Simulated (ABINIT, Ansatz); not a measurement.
# Quasiparticle gap of Be3N2 (R3m) in ABINIT, part 3 of 3

How does a plane-wave GW calculation on Be3N2 (R3m) run from the first input to the gap?

ABINIT 10.8.3; LDA and many-body steps on it, plane waves. Known limits of the many-body steps: not at the basis limit.

So far. Step 4 (Empty states on the mesh, 4×4×4 mesh, 45 bands): On this mesh the gap is 2.731 eV. Step 5 (Screening, 4×4×4 mesh, 41 bands, screening to 119.7 eV): Local fields lower ε∞ by 8 %.

## (6) Self-energy, 4×4×4 mesh, 41 bands, screening to 119.7 eV

The self-energy is evaluated for the states that the input lists, and the levels follow from it, in one-shot runs by the linearised quasiparticle equation.

This step: G0W0 on LDA, plane waves, norm-conserving pseudopotentials.

Contents of run.abi:

```
acell 3*1.0 Angstrom
rprim 
  1.419805055509 0.819724830995 4.866215662800
  -1.419805055509 0.819724830995 4.866215662800
  -0.000000000000 -1.639449661990 4.866215662800
ntypat 2
znucl 4 7
natom 5
typat 1 1 1 2 2
xred 
  0.859001080000 0.859001080000 0.859001080000
  0.317694560000 0.317694560000 0.317694560000
  0.088806770000 0.088806770000 0.088806770000
  0.204162680000 0.204162680000 0.204162680000
  0.708434910000 0.708434910000 0.708434910000
pp_dirpath "pseudos"
pseudos "Be.upf, N.upf"
ecut 38
ngkpt 4 4 4
nshiftk 1
shiftk 0 0 0
kptopt 1
chksymbreak 0
istwfk *1
occopt 1
irdwfk 1
optdriver 4
nband 41
gwcalctyp 0
ecutsigx 38
symsigma 1
nkptgw 2
kptgw 
  0.0000000000 0.0000000000 0.0000000000
  0.5000000000 0.5000000000 0.0000000000
bdgw 
  10 13
  10 13
ecuteps 4.4
irdscr 1
ppmodel 1
indata_prefix "in"
outdata_prefix "out"
tmpdata_prefix "tmp"
```

The run is started by

```sh
> OMP_NUM_THREADS=1 mpirun -n 4 abinit run.abi > log
```

Numbers of over 12 decimals in the logs are rounded to 6 here.

The log of the run:

```text
.Version 10.8.3 of ABINIT. v10.8.2 released Aug 2026.

 Symmetries : space group R3 m (#160); Bravais hR (rhombohedral)
[... echo of the input left out ...]
== DATASET  1 ==================================================================
-   mpi_nproc: 4, omp_nthreads: 1 (-1 if OMP is not activated)

--- !DatasetInfo
iteration_state: {dtset: 1, }
dimensions: {natom: 5, nkpt: 13, mband: 41, nsppol: 1, nspinor: 1, nspden: 1, mpw: 2590, }
cutoff_energies: {ecut:  38.0, pawecutdg:  -1.0, }
electrons: {nelect:   2.20000000E+01, charge:   0.00000000E+00, occopt:   1.00000000E+00, tsmear:   1.00000000E-02, }

 SIGMA: Calculation of the GW corrections

 Based on a program developped by R.W. Godby, V. Olevano, G. Onida, and L. Reining.
 Incorporated in ABINIT by V. Olevano, G.-M. Rignanese, and M. Torrent.
.Using double precision arithmetic ; gwpc =  8

[... cell and pseudopotentials left out ...]
--------------------------------------------------------------------------------

 ==== K-mesh for the wavefunctions ====
 Number of points in the irreducible wedge :    13
[... list of points left out ...]
 Together with  6 symmetry operations and time-reversal symmetry
 yields    64 points in the full Brillouin Zone.

 ==== Q-mesh for screening function ====
 Number of points in the irreducible wedge :    13
[... list of points left out ...]
 Together with  6 symmetry operations and time-reversal symmetry
 yields    64 points in the full Brillouin Zone.

 vcoul_init : cutoff-mode = AUXILIARY_FUNCTION
 q-points for optical limit:   1
     1)      0.000010    0.000020    0.000030
 setmesh: FFT mesh size selected  =    54x   54x   54
          total number of points  =       157464

 Number of electrons calculated from density =   22.0000; Expected =   22.0000
 average of density, n =  0.095937
 r_s =    1.3551
 omega_plasma =   29.8778 [eV]

 === KS Band Gaps ===
  >>>> For spin  1
   Minimum direct gap =   3.7920 [eV], located at k-point      :   0.5000  0.5000  0.0000
   Fundamental gap    =   2.7311 [eV], Top of valence bands at :   0.0000  0.0000  0.0000
                                       Bottom of conduction at :   0.5000  0.5000  0.0000
 SIGMA fundamental parameters:
 PLASMON POLE MODEL  1
 number of plane-waves for SigmaX                 2557
 number of plane-waves for SigmaC and W            111
 number of plane-waves for wavefunctions          2557
 number of bands                                    41
 number of independent spin polarizations            1
 number of spinorial components                      1
 number of k-points in IBZ                          13
 number of q-points in IBZ                          13
 number of symmetry operations                       6
 number of k-points in BZ                           64
 number of q-points in BZ                           64
 number of frequencies for dSigma/dE                 9
 frequency step for dSigma/dE [eV]                0.25
 number of omega for Sigma on real axis              0
 max omega for Sigma on real axis  [eV]           0.00
 zcut for avoiding poles [eV]                     0.10

 EPSILON^-1 parameters (SCR file):
 dimension of the eps^-1 matrix on file            111
 dimension of the eps^-1 matrix used               111
 number of plane-waves for wavefunctions          2557
 number of bands                                    41
 number of q-points in IBZ                          13
 number of frequencies                               2
 number of real frequencies                          1
 number of imag frequencies                          1

 matrix elements of self-energy operator (all in [eV])

 Perturbative Calculation

--- !SelfEnergy_ee
iteration_state: {dtset: 1, }
kpoint     : [   0.000,    0.000,    0.000, ]
spin       : 1
KS_gap     :    6.136
QP_gap     :    7.714
Delta_QP_KS:    1.578
data: !SigmaeeData |
     Band     E0 <VxcDFT>   SigX SigC(E0)      Z dSigC/dE  Sig(E)    E-E0       E
       10   5.933 -17.556 -21.694   3.787   0.809  -0.237 -17.839  -0.284   5.649
       11   5.933 -17.556 -21.694   3.787   0.809  -0.237 -17.839  -0.284   5.649
       12  12.069 -13.924  -8.230  -4.120   0.823  -0.215 -12.629   1.295  13.364
       13  13.753 -13.224  -6.984  -4.210   0.833  -0.200 -11.532   1.692  15.445

--- !SelfEnergy_ee
iteration_state: {dtset: 1, }
kpoint     : [   0.500,    0.500,    0.000, ]
spin       : 1
KS_gap     :    3.792
QP_gap     :    5.255
Delta_QP_KS:    1.463
data: !SigmaeeData |
     Band     E0 <VxcDFT>   SigX SigC(E0)      Z dSigC/dE  Sig(E)    E-E0       E
       10   4.591 -16.867 -21.327   3.942   0.806  -0.241 -17.284  -0.417   4.174
       11   4.872 -16.774 -20.801   3.638   0.806  -0.240 -17.088  -0.313   4.559
       12   8.664 -11.330  -6.467  -3.503   0.845  -0.184 -10.181   1.149   9.813
       13  13.575 -11.850  -5.860  -4.109   0.843  -0.186 -10.264   1.586  15.161

== END DATASET(S) ==============================================================
================================================================================

 -outvars: echo values of variables after computation  --------
           etotal      0.0000000000E+00
            nband          41
             nkpt          13
          spgroup         160
 [... the other variables as echoed above ...]

 Calculation completed.
```

It took 9.8 s on 4 MPI ranks of Arm Neoverse N1, shared host; peak memory 0.93 GiB.

This step gave:

- G0W0 gap on the points computed: 4.164 eV
- starting gap on the mesh: 2.731 eV
- k of the valence top: 0, 0, 0
- k of the conduction bottom: 0.5, 0.5, 0
- Z at the valence top: 0.809
- Z at the conduction bottom: 0.845
- least direct G0W0 gap on the computed points: 5.254 eV

The gap on the mesh goes from 2.73 eV to 4.16 eV, a correction of +1.43 eV.

Limits: finite bands, cutoff and mesh. v1 is the top filled band, c1 the lowest empty one. Levels before and after the correction, in eV, zero at the valence-band top of each column:

```
           conduction bottom  valence top
Kohn-Sham               2.73         0.00
     G0W0               4.16         0.00
```

```
                    level  energy (eV)
Kohn-Sham         Γ v2-v1        0.000
Kohn-Sham            Γ c1        6.136
Kohn-Sham            Γ c2        7.820
Kohn-Sham  (0.5 0.5 0) v2       -1.342
Kohn-Sham  (0.5 0.5 0) v1       -1.061
Kohn-Sham  (0.5 0.5 0) c1        2.731
Kohn-Sham  (0.5 0.5 0) c2        7.642
     G0W0         Γ v2-v1        0.000
     G0W0            Γ c1        7.715
     G0W0            Γ c2        9.796
     G0W0  (0.5 0.5 0) v2       -1.475
     G0W0  (0.5 0.5 0) v1       -1.090
     G0W0  (0.5 0.5 0) c1        4.164
     G0W0  (0.5 0.5 0) c2        9.512
```

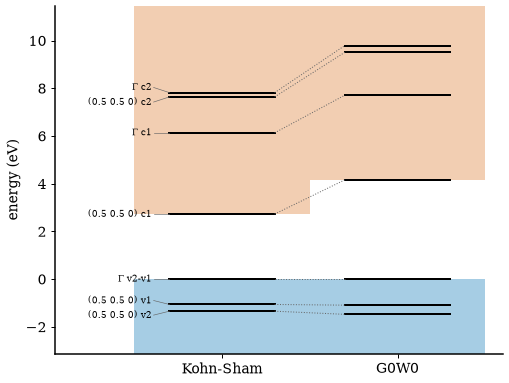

Levels before and after the correction. Shaded: valence and conduction bands.

## (7) Where the time went

Times are wall times on 4 MPI ranks of Arm Neoverse N1, shared host, good to a factor of about two.

```
                          step   time  share  memory (GiB)
                  ground state   97 s   41 %          0.42
bands along the symmetry lines   40 s   17 %          0.32
      empty states on the mesh   26 s   11 %           0.3
                     screening   65 s   27 %           1.1
                   self-energy  9.8 s    4 %          0.93
```

## (8) What came out

```
LDA gap              : 2.73 eV, indirect
G0W0 gap on the mesh : 4.16 eV
GW settings          : 4×4×4 mesh, 41 bands, screening to 119.7 eV, Godby-Needs plasmon pole
known limits         : not at the basis limit
```

G0W0 moves the gap on the mesh from 2.73 eV to 4.16 eV (+1.43 eV), with Z of 0.81 and 0.84 at the edges. Local fields lower the RPA ε∞ on this mesh from 5.17 to 4.76. Only 2 of the mesh's irreducible points were corrected, so a valley elsewhere could overtake. The dearest step here is «ground state». Bands and cutoff are finite, so the gap is not at the basis limit. The miss can reach some tenths of an eV and take either sign; the mesh is an error of its own. In the G0W0 run levels were corrected at 2 k points alone, so a gap called «on the mesh» is the least over those, and an edge elsewhere would be missed.

[Paths, hosts, dates, memory and timing lines, banners, echoed tables and standing remarks are left out of the program output.]

[Logs are printed without paths, hosts, clocks, repeated set-up lines and the standing remarks that a program may print on its own settings, such as how far it seeks lower states.]

[Runs of the session that timed out or met a known fault of the program may be left out.]

[Hosts, paths, dates, database ids (printed as entryN), source tags and the programs' standing remarks are cut or masked in the printed files.]

[G0W0 gaps are taken among the corrected bands and points alone; a level outside them can change the order at an edge.]

[Where Ansatz stands beside ABINIT at settings called matched, ABINIT's density can come from a denser mesh and the files from another edition; pairs whose starting gaps differed by over 0.03 eV were left out, so agreement reads better than it is.]
